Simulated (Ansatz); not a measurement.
# Fields on a plane of AlRu (CsCl type)

```
CELL_PARAMETERS angstrom
      2.97635     0.00000     0.00000
      0.00000     2.97635     0.00000
      0.00000     0.00000     2.97635
ATOMIC_POSITIONS crystal
  Al 0.00000 0.00000 0.00000
  Ru 0.50000 0.50000 0.50000
```

The slice is a {100} plane (indices of the conventional cell) through the point (0.000, 0.000, 0.000) (fractional), spanned by u = [100] and v = [010] in vectors of this cell: u (2.98 Å) and v (2.98 Å, at 90° to u). It covers one period; positions are fractions (u, v).

Atoms on it: Al at (0.00, 0.00).

Level of theory: PBEsol (plane waves to 420 eV, PAW, scalar-relativistic; Ansatz, an electronic-structure program). k mesh 16×16×16. These are valence fields of a PAW run, semicore shells included where kept as valence: close to a nucleus they are smooth pseudo fields. AlRu is run without spin polarisation. AlRu was relaxed with its symmetry unable to fall.

```
v \ u  0.00  0.12  0.25  0.38  0.50  0.62  0.75  0.88
-----  ----  ----  ----  ----  ----  ----  ----  ----
0.88   -1.1  -1.0  -0.7  -0.6  -0.7  -0.6  -0.7  -1.0
0.75   -0.7  -0.7  -0.6  -0.6  -0.6  -0.6  -0.6  -0.7
0.62   -0.6  -0.6  -0.6  -0.6  -0.6  -0.6  -0.6  -0.6
0.50   -0.7  -0.7  -0.6  -0.6  -0.5  -0.6  -0.6  -0.7
0.38   -0.6  -0.6  -0.6  -0.6  -0.6  -0.6  -0.6  -0.6
0.25   -0.7  -0.7  -0.6  -0.6  -0.6  -0.6  -0.6  -0.7
0.12   -1.1  -1.0  -0.7  -0.6  -0.7  -0.6  -0.7  -1.0
0.00   -1.2  -1.1  -0.7  -0.6  -0.7  -0.6  -0.7  -1.1
```

Values: log₁₀ of the valence density in e/Å³. The scale is logarithmic, as a density can span decades between atoms and voids.

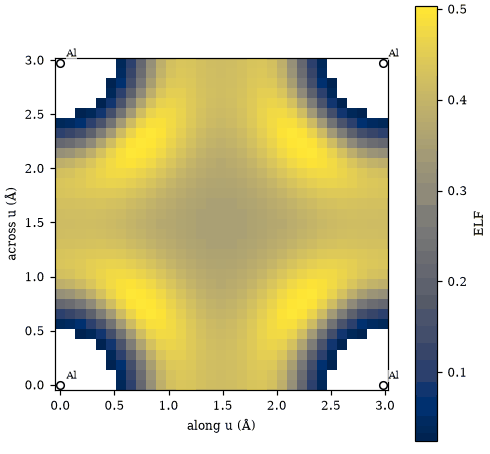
Figure: Electron localisation function (ELF), one period of the plane, atoms marked. Points within 0.5 Å of a nucleus are left white, as the pseudised field means little there.
